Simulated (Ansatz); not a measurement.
Input

```
crystal:
  periodic: [false, false, false]
  atoms:
    - {symbol: Si, position_ang: [-0.471127, 1.010288, -0.343325]}
    - {symbol: H, position_ang: [1.045622, -1.435613, 1.972060]}
    - {symbol: H, position_ang: [0.243929, 2.153151, -0.982026]}
    - {symbol: H, position_ang: [-1.930466, 1.315223, -0.395538]}
    - {symbol: O, position_ang: [0.023686, 0.822571, 1.223261]}
    - {symbol: H, position_ang: [1.330092, -2.110617, 2.122802]}
    - {symbol: C, position_ang: [-0.093688, -0.581023, -1.217574]}
    - {symbol: H, position_ang: [-0.100350, 1.559412, 1.822023]}
    - {symbol: H, position_ang: [0.976621, -0.796455, -1.184729]}
    - {symbol: H, position_ang: [-0.399472, -0.522755, -2.265363]}
    - {symbol: H, position_ang: [-0.624748, -1.414081, -0.751690]}
basis:
  gaussian: {orbitals: def2-TZVPP}
hamiltonian: {xc: pbe0, dispersion: d4}
output: {orbitals: {seedname: orbitals}}
```

Command:

```sh
ansatz run in.yaml --threads 4 --pin off --events-out ev --progress --plain --max-ram 9574MiB
```

The product side of a reaction path; geometry: PBE0-D4/def2-TZVP.

Method: RKS PBE0-D4/def2-TZVPP in Ansatz 0.2.0.

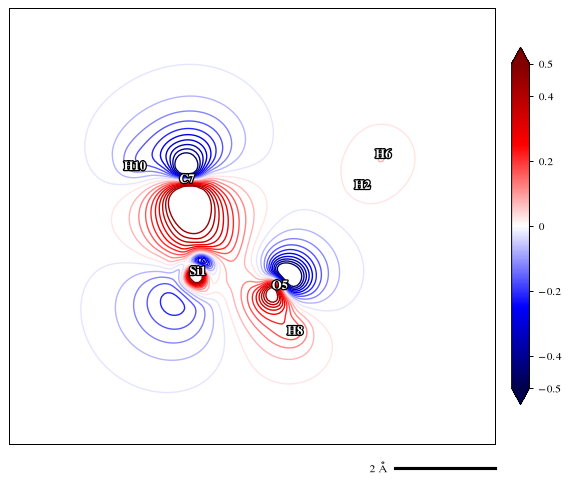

CH₆OSi···H₂. The HOMO−1 on the plane of atoms Si1, O5 and H8 (values in Å⁻³ᐟ²; the overall sign is arbitrary).

Question: Where does this orbital lie, and at what energy?

Answer: Its weight (Hirshfeld) is mainly on C7 (about 35 %), Si1 (about 25 %), O5 (about 10 %), H3 (about 10 %) and H4 (about 10 %). Its energy is −8.94 eV.
